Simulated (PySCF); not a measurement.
**BBr₂⁺: singlet, from a bent start**

Aim: relax BBr₂⁺ as a singlet from a bent start, check by its vibrations whether the end is a minimum, and collect its spectrum and constants.

Computed with PySCF 2.14.0. Level: PBE0, basis B def2-TZVP, Br def2-TZVP, no relativity, density fitting.

### 1 The system as given

3 atoms, charge 1, spin multiplicity 1.

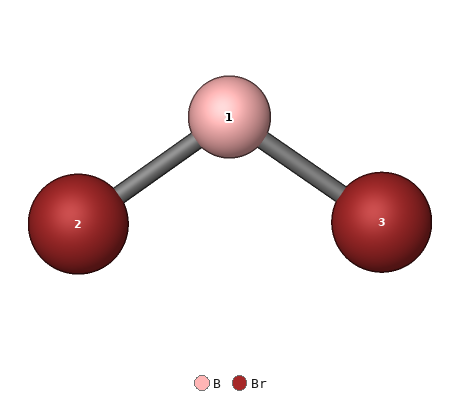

The starting geometry (boron pink, bromine red); atoms are numbered from 1 in the order of the file.

```xyz
3
charge 1 multiplicity 1
B     0.0000    0.0000    0.0000
Br    1.5975    0.0000    1.1186
Br   -1.5975    0.0000    1.1186
```

### 2 First SCF at the start

One driver script runs all steps and calls PySCF; scf.py shows how it sets up the SCF of each step. The optimiser is the driver's own. After this first run the driver tries any further starts and a stability analysis.

Contents of scf.py:

```python
from pyscf import gto, scf, dft
mol = gto.M(atom='''
B      0.000000     0.000000     0.000000
Br     1.597500     0.000000     1.118600
Br    -1.597500     0.000000     1.118600''',
    basis={'B': 'def2-TZVP', 'Br': 'def2-TZVP'},
    charge=1, spin=0)
mf = dft.RKS(mol, xc='PBE0')
mf.grids.atom_grid = (50, 194)
aux = {'B': 'def2-universal-JKFIT', 'Br': 'def2-universal-JKFIT'}
mf = mf.density_fit(auxbasis=aux)
mf.conv_tol = 1e-08
mf.diis_space = 10
mf.max_cycle = 60
mf.init_guess = 'minao'
mf.verbose = 4
mf.kernel()
```

Started as:

```bash
$ OMP_NUM_THREADS=4 python axn.py task.json out
```

The program printed:

```text
init E= -5170.6364132057
  HOMO = -0.310143017595205  LUMO = -0.183616959742537  gap/eV = 3.44295
cycle= 1 E= -5172.0739968065  delta_E= -1.44  |g|= 0.593  |ddm|= 1.84
  HOMO = -0.54172159169222  LUMO = -0.514642936894894  gap/eV = 0.73685
cycle= 2 E= -5171.58666104768  delta_E= 0.487  |g|=  1.4  |ddm|= 1.46
  HOMO = -0.557057425608312  LUMO = -0.431002487374123  gap/eV = 3.43013
cycle= 3 E= -5172.16681289814  delta_E= -0.58  |g|= 0.279  |ddm|= 1.08
  HOMO = -0.532818652215424  LUMO = -0.425876668904907  gap/eV = 2.91004
cycle= 4 E= -5172.17487755573  delta_E= -0.00806  |g|= 0.0684  |ddm|= 0.204
  HOMO = -0.532786151875509  LUMO = -0.417635143182041  gap/eV = 3.13342
cycle= 5 E= -5172.17631677199  delta_E= -0.00144  |g|= 0.00676  |ddm|= 0.0489
  HOMO = -0.533317132178876  LUMO = -0.417061203413873  gap/eV = 3.16348
cycle= 6 E= -5172.17633111956  delta_E= -1.43e-05  |g|= 0.00148  |ddm|= 0.00658
  HOMO = -0.533070576299169  LUMO = -0.41676648865778  gap/eV = 3.16480
cycle= 7 E= -5172.17633183506  delta_E= -7.16e-07  |g|= 0.00016  |ddm|= 0.00166
  HOMO = -0.53308739733839  LUMO = -0.416792405136047  gap/eV = 3.16455
cycle= 8 E= -5172.17633184698  delta_E= -1.19e-08  |g|= 6.82e-05  |ddm|= 0.000251
  HOMO = -0.533086238710895  LUMO = -0.416791501458228  gap/eV = 3.16454
cycle= 9 E= -5172.17633184862  delta_E= -1.64e-09  |g|= 1.65e-05  |ddm|= 6.99e-05
  HOMO = -0.533088280496402  LUMO = -0.416789044250034  gap/eV = 3.16466
Extra cycle  E= -5172.17633184863  delta_E= -5.46e-12  |g|= 2.29e-05  |ddm|= 3.65e-05
converged SCF energy = -5172.17633184863
```

This step, with its further starts and checks, ran for 7.8 s (4 threads of Arm Neoverse V1, shared host).

No lower closed-shell solution turned up in the test of internal stability.

### 3 Relaxation: bent start, singlet

The program finds C2v symmetry in the start, which this walk keeps.

scf.py, as its differences from that of step 2:

```diff
@@ -3,3 +3,3 @@
-B      0.000000     0.000000     0.000000
-Br     1.597500     0.000000     1.118600
-Br    -1.597500     0.000000     1.118600''',
+B      0.000000     0.000000    -1.045664
+Br     1.597500     0.000000     0.072936
+Br    -1.597500     0.000000     0.072936''',
@@ -15 +14,0 @@
-mf.init_guess = 'minao'
```

The optimiser's trace:

```tsv
step	energy (Eh)	change (kJ/mol)	largest symmetric gradient (Eh/bohr)
0	-5172.176332	0.00	0.11418
1	-5172.227218	-133.60	0.06608
2	-5172.253920	-203.71	0.02585
3	-5172.263483	-228.82	0.01901
4	-5172.266288	-236.18	0.00945
5	-5172.267021	-238.11	0.00167
6	-5172.267059	-238.20	0.00155
7	-5172.267068	-238.23	0.00013
8	-5172.267068	-238.23	0.00000
```

The walk took 29 s.

Positions (Å) and forces (eV/Å) along the way:

```
step 0
B    0.000   0.000  -1.046   0.000   0.000   5.872
Br   1.597   0.000   0.073  -1.083   0.000  -2.936
Br  -1.597   0.000   0.073   1.083   0.000  -2.936
step 1
B    0.000   0.000  -0.834   0.000   0.000   3.398
Br   1.650   0.000  -0.033  -0.558   0.000  -1.699
Br  -1.650   0.000  -0.033   0.558   0.000  -1.699
step 4
B    0.000   0.000  -0.364   0.000   0.000   0.324
Br   1.774   0.000  -0.268  -0.486   0.000  -0.162
Br  -1.774   0.000  -0.268   0.486   0.000  -0.162
step 8
B    0.000   0.000  -0.300   0.000   0.000   0.000
Br   1.761   0.000  -0.300   0.000   0.000   0.000
Br  -1.761   0.000  -0.300   0.000   0.000   0.000
```

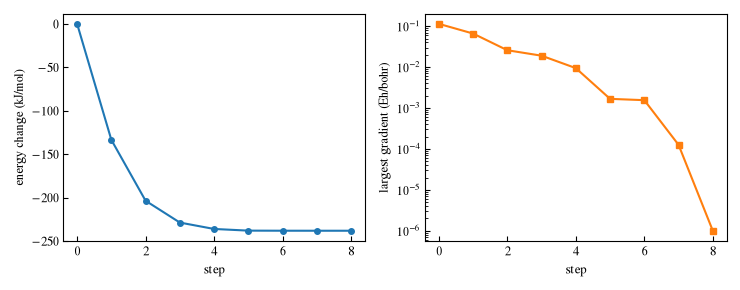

Energy and largest gradient along the walk.

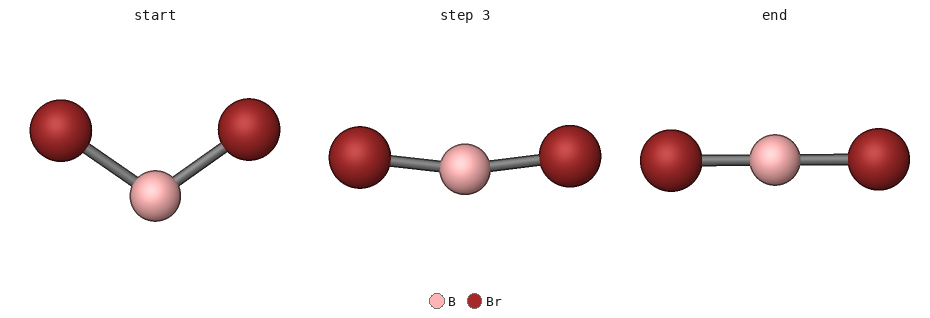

The geometry along the walk, at one scale.

End point (D∞h, 8 steps, 238.2 kJ/mol gained): B–Br 1.761 Å (×2); Br–B–Br 180.0°.

### 4 Vibrations and properties at this point

On the finer grid the gradient is checked again; gradients at displacements of ±0.02 bohr then give force constants and infrared intensities.

scf.py, as its differences from that of step 3:

```diff
@@ -3,3 +3,3 @@
-B      0.000000     0.000000    -1.045664
-Br     1.597500     0.000000     0.072936
-Br    -1.597500     0.000000     0.072936''',
+B      0.000000     0.000000     0.000000
+Br     1.761210     0.000000     0.000000
+Br    -1.761210     0.000000     0.000000''',
@@ -9 +9 @@
-mf.grids.atom_grid = (50, 194)
+mf.grids.atom_grid = (75, 302)
@@ -12 +12 @@
-mf.conv_tol = 1e-08
+mf.conv_tol = 1e-10
```

This SCF starts from the last density.

Log of the central SCF (cycles and frontier levels):

```text
init E= -5172.26691156796
  HOMO = -0.570499841153607  LUMO = -0.298060113774702  gap/eV = 7.41346
cycle= 1 E= -5172.26691156796  delta_E=    0  |g|= 6.48e-06  |ddm|= 7.35e-06
  HOMO = -0.570499798629463  LUMO = -0.298061578894103  gap/eV = 7.41342
Extra cycle  E= -5172.26691156794  delta_E= 2.64e-11  |g|= 1.23e-05  |ddm|= 1.37e-05
converged SCF energy = -5172.26691156794
```

The whole step took 29 s.

Geometry: D∞h; B–Br 1.761 Å (×2); Br–B–Br 180.0°.

Harmonic modes (main isotopes):

```tsv
symmetry	ω (cm⁻¹)	IR (km/mol)
πu	279	12.2
σg+	339	0.0
σu+	1275	515
```

Every mode is real; the point is a minimum.

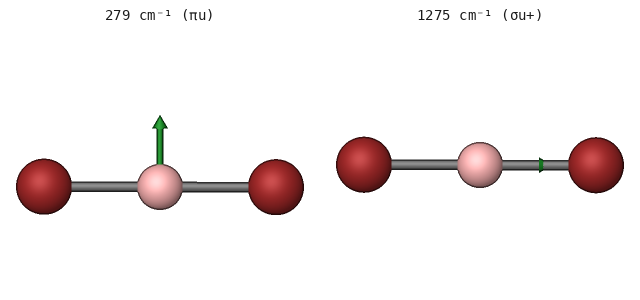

How the atoms move in 2 of the modes.

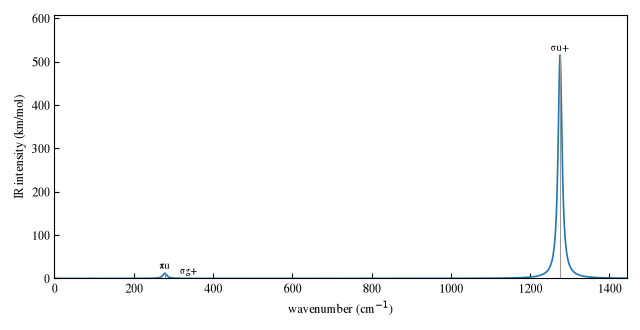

The harmonic infrared spectrum (widths in cm⁻¹). Lines are broadened to a width of 12 cm⁻¹ (Lorentzian).

Properties at this point:

```yaml
Dipole_moment_about_the_centre_of_mass: 0.00 D
Highest_occupied_level: -15.52 eV
Lowest_empty_level: -8.11 eV
Rotational_constants: 0.03443 cm⁻¹
Zero-point_energy: 13.0 kJ/mol
Principal_polarisabilities: 31.6, 31.6, 75.7 bohr³
Principal_traceless_quadrupole_moments_about_the_centre_of_mass: -8.66, -8.66, 17.32 D Å
Entropy_at_298.15_K_and_1_bar: 265.9 J/(mol K)
Heat_capacity_Cp_at_298.15_K: 50.8 J/(mol K)
Enthalpy_at_298.15_K_above_0_K: 12.04 kJ/mol
Rotational_symmetry_number: 2
```

Populations by atom (charges in e):

```
 atom  Mulliken  Löwdin  polar tensor  Mayer order to B1
   B1      0.18   -1.04          1.01                  –
Br2,3      0.41    1.02         -0.01               1.85
```

Outer orbital energies (eV). occupied: -29.95, -29.48, -20.41, -18.73, -16.88, -16.88, -15.52, -15.52; empty: -8.11, -8.11, -6.12, -3.53.

Mulliken populations on B1: s 2.99, p 1.59, d 0.23, f 0.02.

### 5 Results

| quantity | value |
| --- | --- |
| minimum | singlet, D∞h |
| geometry | B–Br 1.761 Å (×2); Br–B–Br 180.0° |
| wavenumbers (cm⁻¹) | 279 (πu), 339 (σg+), 1275 (σu+) |
| dipole moment (centre of mass) | 0.00 D |
| highest occupied, lowest empty level | -15.52, -8.11 eV |
| polar-tensor charge of B1 | +1.01 e |
| zero-point energy | 13.0 kJ/mol |
| entropy at 298.15 K | 265.9 J/(mol K) |

**Reading.** The bent start (C2v) ends in a minimum of D∞h symmetry. In the infrared the band at 1275 cm⁻¹ (σu+) leads. Other starts or spin states, not run here, may lie lower.

The search up to here took 66 s.
